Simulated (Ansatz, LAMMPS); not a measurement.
# Structural relaxation of amorphous poly(ether ketone) (as short chains C54O8H38), from a frame at 500 K (200 atoms), part 2 of 3

Wanted: the relaxed structure of amorphous poly(ether ketone) (as short chains C54O8H38), from a frame at 500 K (200 atoms) and its electronic structure.

Ansatz 0.2.0; Kohn-Sham DFT, RPBE+D3(BJ), PAW (set soft_2), plane waves.

The cell: 108 C, 16 O and 76 H. The network of contacts between molecules at the start is that of the classical potential that made the cell. The density was typed from a rule of thumb and may lie off the real one at this temperature. The Brillouin zone is sampled at Γ only, in a cell whose shortest periodic width is 14 Å.

So far. Step 3 (Single point at the start): Neighbours are counted within 1.85 Å (C-C), 1.34 Å (C-H), 1.73 Å (C-O).

### Step 4. Relaxation

With the cell held, the atoms are moved downhill towards a nearby minimum.

input.yaml reads:

```yaml
crystal:
  lattice:
    - [13.5576, 0.0, 0.0]
    - [0.0, 13.5576, 0.0]
    - [0.0, 0.0, 13.5576]
  atoms:
    [... the 200 atom lines of step 3 ...]
kpoints:
  mp_grid: { grid: [1, 1, 1] }
hamiltonian:
  xc: rpbe
  dispersion: d3bj
scf:
  occupations: { method: fixed }
output:
  forces: true
relax:
  f_tol: 0.05
  max_steps: 200
```

The run is started by

```bash
> ansatz run input.yaml --threads 4 --pin off --max-ram 8192MiB --backend cpu --events-out ev --progress --plain --runs-dir out
```

Numbers of over 12 decimals in the logs are rounded to 6 here.

Output:

```text
[...]
Crystal: 200 atoms, lattice volume = 2492.002 Å³
Basis set: ecut = 420 eV, 48693 PW (Γ), exchange–correlation on 192×192×192 points (8 copies of the dense FFT grid, shifted against one another)
Bands: 502, of which v1, the nominal top of the filled ones, is band 302 counted from 1 (301 counted from 0)
Symmetry: 1 space group operations
[...]
k-points: 1
[...]
SCF iter   1: F=—  HF=-37578.036586 eV  |F-HF|=—  |Δ(HF+E_count)|=         —  Δρ=6.43e-3  dr2=1.02e0  ethr=1.77e-3  ⟨swp⟩=5.0  Hψ=1573  notcnv=0  defer=196
[...]
SCF iter   3: F=—  HF=-37577.894972 eV  |F-HF|=—  |Δ(HF+E_count)|=   2.22e-3  Δρ=1.72e-3  dr2=6.75e-2  ethr=3.27e-5  ⟨swp⟩=2.0  Hψ=605  notcnv=0  defer=91
automatic band count: iteration 3 solves 395 bands in place of 502: the levels show a gap, and the empty bands left out lie too high to hold charge; the band table lists the bands solved (type scf.n_extra_bands for more)
SCF iter   4: F=—  HF=-37577.888558 eV  |F-HF|=—  |Δ(HF+E_count)|=   6.41e-3  Δρ=7.34e-4  dr2=1.29e-2  ethr=1.12e-5  ⟨swp⟩=3.0  Hψ=606  notcnv=0  defer=91
[...]
SCF iter   8: F=-37577.883968 eV  HF=-37577.883973 eV  |F-HF|=4.75e-6  |Δ(HF+E_count)|=   2.58e-5  Δρ=1.58e-5  dr2=6.92e-6  ethr=1.03e-8  ⟨swp⟩=4.0  Hψ=1133  notcnv=0
SCF 1 converged in 8 iterations: F = -37577.883968 eV  dr2 = 6.92e-6
[...]
relax step   1: F+E_penalty+E_count = -37577.88396821 eV  Δ(F+E_penalty+E_count) = +0.000e0 eV  max|allowed force component| = 4.558e0 eV/Å  Δτ_max = 0.0000 Å  (8 SCF iters, dr2 threshold 6.25e-5 eV, accepted)
[... from here on, the SCF cycles and remarks between the steps are left out ...]
relax step   2: F+E_penalty+E_count = -37588.97680593 eV  Δ(F+E_penalty+E_count) = -1.109e1 eV  max|allowed force component| = 1.895e0 eV/Å  Δτ_max = 0.1947 Å  (7 SCF iters, dr2 threshold 1.00e-4 eV, accepted)
relax step   3: F+E_penalty+E_count = -37591.68056793 eV  Δ(F+E_penalty+E_count) = -2.704e0 eV  max|allowed force component| = 1.115e0 eV/Å  Δτ_max = 0.1936 Å  (7 SCF iters, dr2 threshold 1.00e-4 eV, accepted)
relax step   4: F+E_penalty+E_count = -37592.28122104 eV  Δ(F+E_penalty+E_count) = -6.007e-1 eV  max|allowed force component| = 1.058e0 eV/Å  Δτ_max = 0.1935 Å  (7 SCF iters, dr2 threshold 1.00e-4 eV, accepted)
relax step   5: F+E_penalty+E_count = -37592.59552129 eV  Δ(F+E_penalty+E_count) = -3.143e-1 eV  max|allowed force component| = 6.563e-1 eV/Å  Δτ_max = 0.1943 Å  (7 SCF iters, dr2 threshold 1.00e-4 eV, accepted)
relax step   6: F+E_penalty+E_count = -37592.76654877 eV  Δ(F+E_penalty+E_count) = -1.710e-1 eV  max|allowed force component| = 1.751e-1 eV/Å  Δτ_max = 0.1974 Å  (7 SCF iters, dr2 threshold 1.00e-4 eV, accepted)
relax step   7: F+E_penalty+E_count = -37592.89381866 eV  Δ(F+E_penalty+E_count) = -1.273e-1 eV  max|allowed force component| = 1.815e-1 eV/Å  Δτ_max = 0.1950 Å  (11 SCF iters, accepted)
relax step   8: F+E_penalty+E_count = -37592.99106751 eV  Δ(F+E_penalty+E_count) = -9.725e-2 eV  max|allowed force component| = 2.621e-1 eV/Å  Δτ_max = 0.1951 Å  (11 SCF iters, accepted)
relax step   9: F+E_penalty+E_count = -37593.06653325 eV  Δ(F+E_penalty+E_count) = -7.547e-2 eV  max|allowed force component| = 3.799e-1 eV/Å  Δτ_max = 0.1960 Å  (7 SCF iters, dr2 threshold 6.87e-5 eV, accepted)
relax step  10: F+E_penalty+E_count = -37593.12834438 eV  Δ(F+E_penalty+E_count) = -6.181e-2 eV  max|allowed force component| = 2.916e-1 eV/Å  Δτ_max = 0.1929 Å  (7 SCF iters, dr2 threshold 1.00e-4 eV, accepted)
relax step  11: F+E_penalty+E_count = -37593.17810885 eV  Δ(F+E_penalty+E_count) = -4.976e-2 eV  max|allowed force component| = 3.171e-1 eV/Å  Δτ_max = 0.1959 Å  (7 SCF iters, dr2 threshold 5.01e-5 eV, accepted)
relax step  12: F+E_penalty+E_count = -37593.21739019 eV  Δ(F+E_penalty+E_count) = -3.928e-2 eV  max|allowed force component| = 4.920e-1 eV/Å  Δτ_max = 0.1969 Å  (7 SCF iters, dr2 threshold 5.92e-5 eV, accepted)
relax step  13: F+E_penalty+E_count = -37593.25637689 eV  Δ(F+E_penalty+E_count) = -3.899e-2 eV  max|allowed force component| = 2.557e-1 eV/Å  Δτ_max = 0.1838 Å  (7 SCF iters, dr2 threshold 1.00e-4 eV, accepted)
relax step  14: F+E_penalty+E_count = -37593.28442237 eV  Δ(F+E_penalty+E_count) = -2.805e-2 eV  max|allowed force component| = 2.237e-1 eV/Å  Δτ_max = 0.1631 Å  (8 SCF iters, dr2 threshold 1.77e-5 eV, accepted)
relax step  15: F+E_penalty+E_count = -37593.31069632 eV  Δ(F+E_penalty+E_count) = -2.627e-2 eV  max|allowed force component| = 1.730e-1 eV/Å  Δτ_max = 0.1787 Å  (8 SCF iters, dr2 threshold 1.35e-5 eV, accepted)
relax step  16: F+E_penalty+E_count = -37593.33013276 eV  Δ(F+E_penalty+E_count) = -1.944e-2 eV  max|allowed force component| = 1.294e-1 eV/Å  Δτ_max = 0.1493 Å  (8 SCF iters, dr2 threshold 1.79e-5 eV, accepted)
relax step  17: F+E_penalty+E_count = -37593.34460452 eV  Δ(F+E_penalty+E_count) = -1.447e-2 eV  max|allowed force component| = 1.088e-1 eV/Å  Δτ_max = 0.0971 Å  (8 SCF iters, dr2 threshold 9.38e-6 eV, accepted)
relax step  18: F+E_penalty+E_count = -37593.36042985 eV  Δ(F+E_penalty+E_count) = -1.583e-2 eV  max|allowed force component| = 1.531e-1 eV/Å  Δτ_max = 0.1563 Å  (8 SCF iters, dr2 threshold 6.63e-6 eV, accepted)
relax step  19: F+E_penalty+E_count = -37593.37031487 eV  Δ(F+E_penalty+E_count) = -9.885e-3 eV  max|allowed force component| = 1.866e-1 eV/Å  Δτ_max = 0.1672 Å  (8 SCF iters, dr2 threshold 1.66e-5 eV, accepted)
relax step  20: F+E_penalty+E_count = -37593.37964239 eV  Δ(F+E_penalty+E_count) = -9.328e-3 eV  max|allowed force component| = 1.629e-1 eV/Å  Δτ_max = 0.1087 Å  (7 SCF iters, dr2 threshold 3.48e-5 eV, accepted)
relax step  21: F+E_penalty+E_count = -37593.38953606 eV  Δ(F+E_penalty+E_count) = -9.894e-3 eV  max|allowed force component| = 1.226e-1 eV/Å  Δτ_max = 0.1596 Å  (7 SCF iters, dr2 threshold 2.02e-5 eV, accepted)
relax step  22: F+E_penalty+E_count = -37593.39788533 eV  Δ(F+E_penalty+E_count) = -8.349e-3 eV  max|allowed force component| = 9.717e-2 eV/Å  Δτ_max = 0.1950 Å  (8 SCF iters, dr2 threshold 8.52e-6 eV, accepted)
relax step  23: F+E_penalty+E_count = -37593.40407874 eV  Δ(F+E_penalty+E_count) = -6.193e-3 eV  max|allowed force component| = 9.144e-2 eV/Å  Δτ_max = 0.1399 Å  (8 SCF iters, dr2 threshold 5.35e-6 eV, accepted)
relax step  24: F+E_penalty+E_count = -37593.41020639 eV  Δ(F+E_penalty+E_count) = -6.128e-3 eV  max|allowed force component| = 1.066e-1 eV/Å  Δτ_max = 0.1539 Å  (8 SCF iters, dr2 threshold 5.25e-6 eV, accepted)
relax step  25: F+E_penalty+E_count = -37593.41506797 eV  Δ(F+E_penalty+E_count) = -4.862e-3 eV  max|allowed force component| = 1.276e-1 eV/Å  Δτ_max = 0.0929 Å  (7 SCF iters, dr2 threshold 1.01e-5 eV, accepted)
relax step  26: F+E_penalty+E_count = -37593.42143019 eV  Δ(F+E_penalty+E_count) = -6.362e-3 eV  max|allowed force component| = 1.230e-1 eV/Å  Δτ_max = 0.1534 Å  (7 SCF iters, dr2 threshold 1.63e-5 eV, accepted)
relax step  27: F+E_penalty+E_count = -37593.42504028 eV  Δ(F+E_penalty+E_count) = -3.610e-3 eV  max|allowed force component| = 1.186e-1 eV/Å  Δτ_max = 0.0895 Å  (7 SCF iters, dr2 threshold 1.41e-5 eV, accepted)
relax step  28: F+E_penalty+E_count = -37593.42926420 eV  Δ(F+E_penalty+E_count) = -4.224e-3 eV  max|allowed force component| = 6.652e-2 eV/Å  Δτ_max = 0.0650 Å  (7 SCF iters, dr2 threshold 1.31e-5 eV, accepted)
relax step  29: F+E_penalty+E_count = -37593.43190786 eV  Δ(F+E_penalty+E_count) = -2.644e-3 eV  max|allowed force component| = 1.031e-1 eV/Å  Δτ_max = 0.0811 Å  (10 SCF iters, accepted)
relax step  30: F+E_penalty+E_count = -37593.43386521 eV  Δ(F+E_penalty+E_count) = -1.957e-3 eV  max|allowed force component| = 3.536e-2 eV/Å  Δτ_max = 0.0421 Å  (7 SCF iters, dr2 threshold 3.35e-6 eV, accepted)
relax step  31: F+E_penalty+E_count = -37593.43386649 eV  Δ(F+E_penalty+E_count) = -1.279e-6 eV  max|allowed force component| = 3.536e-2 eV/Å  Δτ_max = 0.0000 Å  (4 SCF iters, accepted)
SCF converged after 4 iterations
Free energy (F): -37593.433866 eV
[...]
Internal energy: -37593.433866 eV  (E = F + TS)
E sigma→0 (E₀):  -37593.433866 eV
Fermi energy:    -0.094085 eV
[...]
--- Forces (eV/Å), atoms counted from 1 ---
  atom   1  C     -0.00454969     0.00216036    -0.00802113
  atom   2  C      0.00358769     0.00151260     0.00373474
  atom   3  C      0.00326514    -0.00036826    -0.00038122
  atom   4  C      0.00186814    -0.00299058    -0.00291894
  atom   5  C     -0.00641978    -0.00117313     0.00098215
  atom   6  C      0.00420646     0.00079388     0.00335539
  atom   7  C     -0.00453898    -0.00293771     0.00136902
  atom   8  C      0.00308032     0.00514075     0.00013776
  atom   9  O     -0.00164732    -0.00179279    -0.00047231
  atom  10  C     -0.00437155     0.00338169    -0.00312065
  atom  11  C     -0.00026880     0.00091063     0.00289719
  atom  12  C      0.00075844    -0.00190546    -0.00313303
  atom  13  C     -0.00414336     0.00574772     0.00169954
  atom  14  C      0.00056242    -0.00156650    -0.00348083
[...]
atom 199  H     -0.01106175    -0.00256030     0.01936084
  atom 200  H     -0.00058038    -0.00889786    -0.00475484
  max |Σ_I F_I| component: 1.66e-4 eV/Å
--- Relaxed structure (31 steps of the walk, 31 accepted, 0 SCFs on fresh bases) ---
  F+E_penalty+E_count = -37593.43386649 eV   max|allowed force component| = 3.536e-2 eV/Å
  atoms:
    - { symbol: C, position: [0.826989, 0.518800, 0.00988412] }
    - { symbol: C, position: [0.929591, 0.554114, 0.032387] }
    - { symbol: C, position: [0.950210, 0.601489, 0.122154] }
    - { symbol: C, position: [0.044803, 0.635639, 0.143227] }
[...]
- { symbol: H, position: [0.756490, 0.203290, 0.366811] }
```

The job ended after 10 min (4 threads of Arm Neoverse V2, shared host; peak memory 3 GiB; 39 min of CPU time).

Step by step (22 of 31):

```csv
step,energy less that of the first step (eV),largest force component (eV/Å)
1,0.0000,4.5582
2,-11.0928,1.8946
4,-14.3973,1.0584
5,-14.7116,0.6563
7,-15.0099,0.1815
8,-15.1071,0.2621
10,-15.2444,0.2916
11,-15.2941,0.3171
12,-15.3334,0.4920
14,-15.4005,0.2237
15,-15.4267,0.1730
17,-15.4606,0.1088
18,-15.4765,0.1531
20,-15.4957,0.1629
21,-15.5056,0.1226
22,-15.5139,0.0972
24,-15.5262,0.1066
25,-15.5311,0.1276
27,-15.5411,0.1186
28,-15.5453,0.0665
30,-15.5499,0.0354
31,-15.5499,0.0354
```

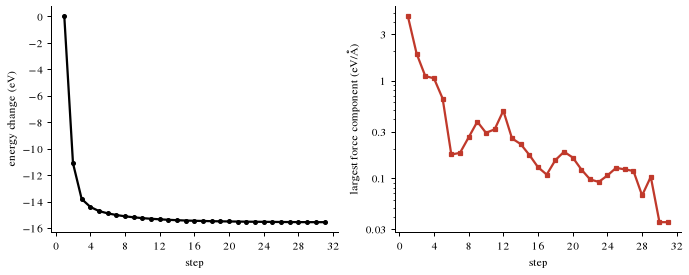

Energy and largest force along the relaxation.

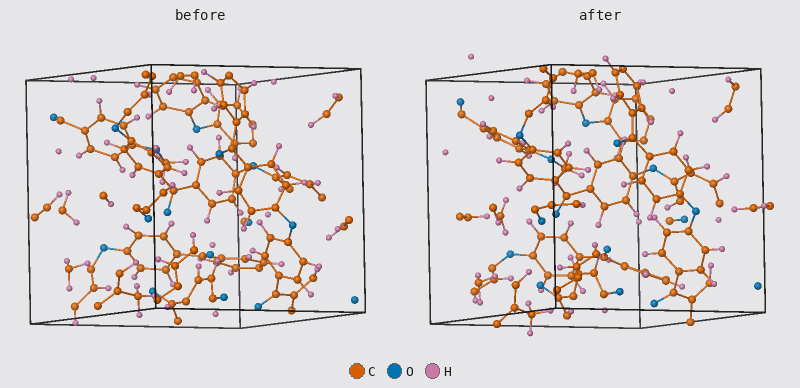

Before and after, at one scale. Bonds to atoms that aren't drawn are left out.

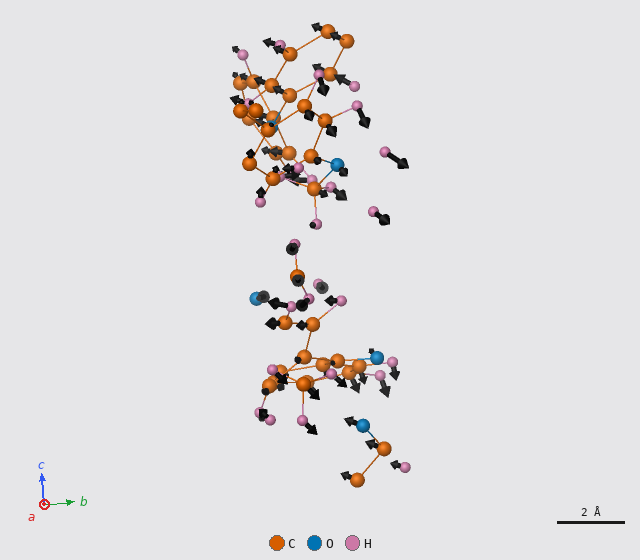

Displacements in the relaxation, scaled; the longest in the cell stands for 3.10 Å. Drawn is a slice 4 Å thick, seen at a slant to the ac plane. Bonds to atoms that aren't drawn are left out.

The atoms that moved most (Å):

| atom | dx | dy | dz | length |
| --- | --- | --- | --- | --- |
| H198 | -3.075 | 0.342 | -0.263 | 3.105 |
| H199 | -2.544 | -0.195 | -0.351 | 2.575 |
| C162 | -2.398 | 0.077 | -0.270 | 2.414 |
| H200 | -2.205 | -0.600 | -0.485 | 2.336 |
| H182 | 1.351 | 1.375 | -1.100 | 2.219 |
| H195 | -1.841 | -0.164 | -1.174 | 2.189 |
| H196 | -0.826 | 1.511 | 1.202 | 2.100 |
| O161 | -1.942 | 0.634 | 0.158 | 2.049 |

The relaxation changed the energy by -77.7 meV/atom, and atoms moved by 1.1 Å r.m.s., 3.1 Å at most.

### Step 5. Local order after relaxation

Bonds before and after, by the cutoffs listed below:

```csv
pair,bonds before,bonds after,mean before (Å),mean after (Å),spread before (Å),spread after (Å)
C-C,114,114,1.405,1.414,0.049,0.035
C-H,76,76,1.081,1.089,0.035,0.004
C-O,24,24,1.340,1.340,0.084,0.074
```

Density 1.09 g/cm³, 12.46 Å³ an atom.

g(r), total and by pair (bins of 0.2 Å):

```csv
r (Å),total,C-C,C-H,C-O,H-H,H-O,O-O
1.00,3.13,0.00,7.65,0.00,0.00,0.00,0.00
1.20,0.38,0.00,0.29,3.06,0.00,0.00,0.00
1.40,3.19,9.52,0.00,4.79,0.00,0.00,0.00
1.60,0.06,0.22,0.00,0.00,0.00,0.00,0.00
1.80,0.19,0.00,0.00,0.00,1.30,0.00,0.00
2.00,0.07,0.00,0.00,0.00,0.00,1.16,0.00
2.20,1.47,0.00,3.46,0.00,0.34,0.00,0.00
2.40,1.80,3.40,0.04,4.41,2.48,0.83,0.00
2.60,0.98,0.79,0.80,0.00,1.14,4.26,0.00
2.80,1.03,1.15,1.05,0.85,0.65,1.62,0.00
3.00,0.50,0.45,0.47,0.26,0.79,0.65,0.00
3.20,0.45,0.25,0.49,0.44,0.56,0.95,0.00
3.40,1.07,0.10,2.08,0.54,0.68,0.62,0.00
3.60,0.85,0.55,0.70,2.58,0.97,0.57,0.62
3.80,1.14,1.08,1.37,0.56,0.88,1.28,1.08
4.00,0.91,0.80,0.91,0.94,1.02,1.18,0.47
4.20,1.06,1.12,1.01,1.59,0.96,0.70,0.42
4.40,1.06,1.00,1.00,0.63,1.71,0.88,0.41
4.60,1.07,0.99,1.14,0.95,0.83,1.72,1.47
4.80,1.08,1.06,1.16,1.17,0.93,0.98,1.01
5.00,1.08,1.14,0.99,1.08,1.25,1.01,0.63
5.20,0.99,1.03,1.00,0.85,0.99,0.99,0.84
5.40,0.90,0.91,0.93,0.77,0.83,0.87,2.13
5.60,1.00,1.06,0.96,1.09,1.00,0.93,1.24
5.80,0.98,0.95,0.99,1.04,0.98,1.05,0.69
6.00,1.02,1.03,1.03,0.94,1.03,1.02,1.06
6.20,1.01,1.06,1.04,0.81,0.95,0.93,1.41
6.40,0.98,1.04,0.96,0.92,0.88,1.03,2.68
```

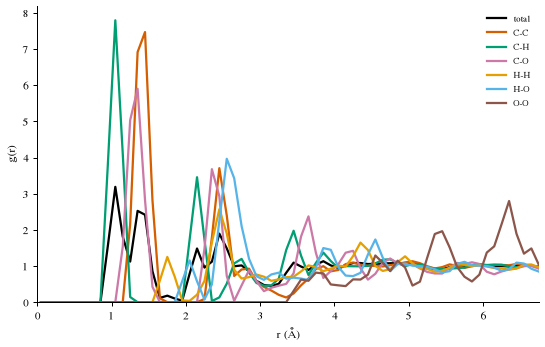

Pair distribution functions, lightly smoothed.

Bonds by pair of elements; cutoffs follow the first minimum of g(r), held within bounds set by covalent radii, and pairs that aren't listed don't count as bonded:

```
pair A-B  cutoff (Å)  bonds  mean length (Å)  spread (Å)  shortest (Å)  B about A  A about B
     C-C        1.85    114             1.41       0.035          1.39       2.11       2.11
     C-H        1.34     76             1.09       0.004          1.08      0.704          1
     C-O        1.73     24             1.34       0.074          1.24      0.222        1.5
```

How many atoms have how many bonded neighbours:

```csv
element,mean,1,2,3,4
C,3.04,0,0,104,4
H,1,76,0,0,0
O,1.5,8,8,0,0
```

Bond angles, per cent of each kind in bins of 5°:

```
angle (°)  C-C-C  C-C-H  C-C-O  H-C-H
  105–110    0.0    0.0    0.0   83.3
  110–115    0.0    4.5    0.0   16.7
  115–120   48.6   58.2   47.7    0.0
  120–125   51.4   37.3   52.3    0.0
```

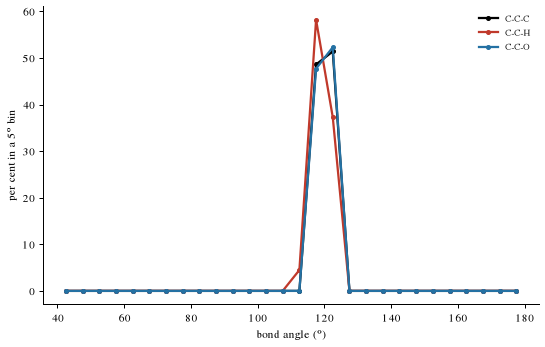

Distributions of the most common bond angles.

Bond angles (no mean is given where the spread exceeds 20°):

| angle | count | mean (°) | spread (°) |
| --- | --- | --- | --- |
| C-C-C | 140 | 120 | 1.3 |
| C-C-H | 134 | 120 | 2 |
| C-C-O | 44 | 120 | 2.7 |
| H-C-H | 12 | 109 | 1.2 |
| C-O-C | 8 | 118 | 1.8 |

Bond length by coordination (bonds to H left out):

```csv
element,coordination,atoms,mean bond length (Å)
C,3,104,1.41
C,4,4,1.47
O,1,8,1.24
O,2,8,1.39
```

Rings of the network by King's shortest-path rule, up to 12 atoms, one path for each pair of neighbours; H, halogens, alkali and alkaline-earth atoms are left out, and the last column divides by all other atoms, bonded or not:

```csv
ring size (atoms),rings,per network atom
6,16,0.129
```

By these cutoffs 96 % of C atoms have 3, all H atoms have 1 and 50 % of O atoms have 1 and as many 2 bonded neighbours. The C-C-C angle averages 120° with a spread of 1.3°. All rings counted have 6 atoms.

(Continued in part 3 of 3.)

[Logs are printed without paths, hosts, clocks, repeated set-up lines and the standing remarks that a program may print on its own settings, such as how far it seeks lower states.]

[Hosts, paths, dates, database ids (printed as entryN), source tags and the programs' standing remarks are cut or masked in the printed files.]
